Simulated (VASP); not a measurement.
Given:

```
SrCl2
1.0
    0.00000     3.47981     3.47981
    3.47981     0.00000     3.47981
    3.47981     3.47981     0.00000
Sr Cl
1 2
Direct
  0.00000   0.00000   0.00000
  0.25000   0.25000   0.25000
  0.75000   0.75000   0.75000
```

All values below come from r2SCAN+rVV10, VASP's PBE PAW potentials (set 64) (plane waves; VASP). Settings: 520 eV cut-off, 6×6×6 Γ-centred mesh, tetrahedra with Blöchl corrections, potentials Sr_sv Cl.

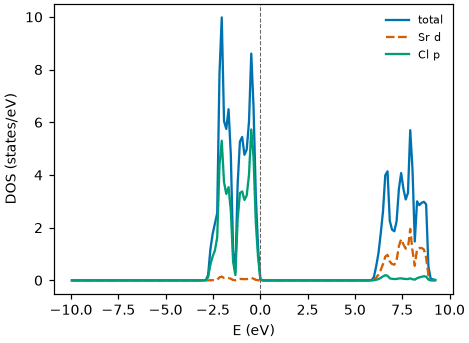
Total and projected density of states, zero at the valence-band maximum

Within 2 eV below the valence-band maximum the largest weight inside VASP's projection spheres is Cl p.

The gap is indirect, 5.85 eV, from the valence maximum at X to the conduction minimum at Γ.

The compound is SrCl2 in the fluorite structure. It was relaxed first.
